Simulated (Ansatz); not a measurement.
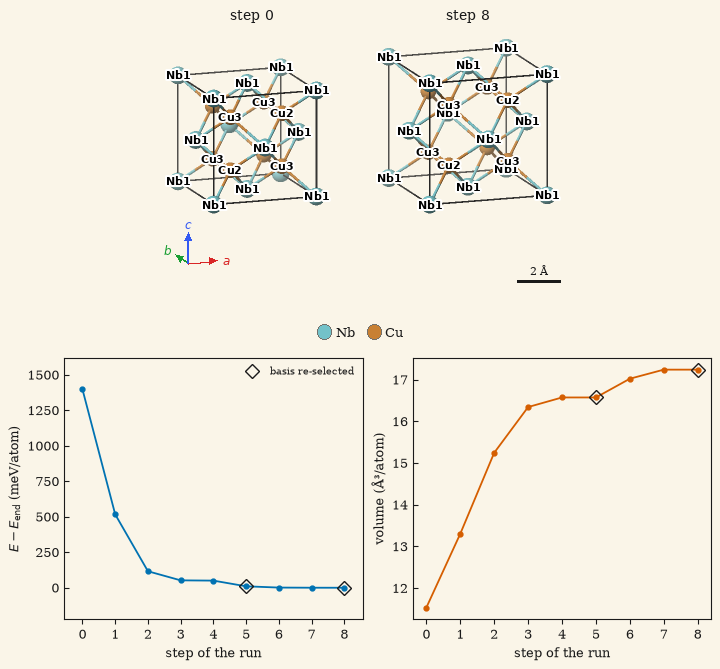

First and last geometry of a relaxation of a crystal of NbCu$_{2}$ (a generated structure, set up in Fm-3m) (coarse preliminary run), with the history of the run. The picture is a ball-and-stick view of the conventional cell (4 times the calculation's cell), seen slightly off an axis. Lengths and directions refer to the drawn axes.

Theory: Ansatz 0.2.0, DFT PBE, scalar-relativistic, plane waves, PAW.

The input:
```yaml
crystal:
  lattice:
    - [0.0, 2.58630998, 2.58630998]
    - [2.58630998, 0.0, 2.58630998]
    - [2.58630998, 2.58630998, 0.0]
  atoms:
    - { symbol: Nb, position: [0.0, 0.0, 0.0] }
    - { symbol: Cu, position: [0.25, 0.25, 0.25] }
    - { symbol: Cu, position: [0.75, 0.75, 0.75] }
basis:
  ecutwfc: 420
kpoints:
  mp_grid: { grid: [6, 6, 6] }
hamiltonian:
  xc: pbe
scf:
  occupations: { method: gaussian, width: 0.1 }
  lower_state_search: "off"
output:
  forces: true
  stress: true
  eigenvalues: true
relax:
  adjacent_minimum: "off"
  f_tol: 0.04
  max_steps: 70
  cell: { stress_tol: 0.4 }
```

Launched with:
```bash
ansatz run input.yaml --threads 1 --pin off --max-ram 2048MiB --backend cpu --events-out ev --progress --plain --runs-dir out
```

> What do the curves and the structures tell?

It converged. The atoms keep their places relative to the cell (all moves are under 0.005 Å). Cell: a = b = c 5.173 → 5.914 Å (+14.3 %). Volume +49.5 %. Some distances before and after: Cu2–Cu3 2.586 → 2.957 Å, Nb1–Cu2 2.240 → 2.561 Å. The space group stays Fm-3m (No. 225). The energy falls by 1397 meV per atom in 6 accepted moves (8 points after the start). All forces vanish by symmetry, so only the cell relaxes. The pressure goes from 112.91 to 0.07 GPa. The SCF was repeated twice at an unchanged geometry on a basis and grid sized afresh for the cell, which shifted the energy by 40.1 meV per atom at most. Cost: 11 s on 1 thread of Arm Neoverse V2, on a shared host, peak memory 0.33 GiB.
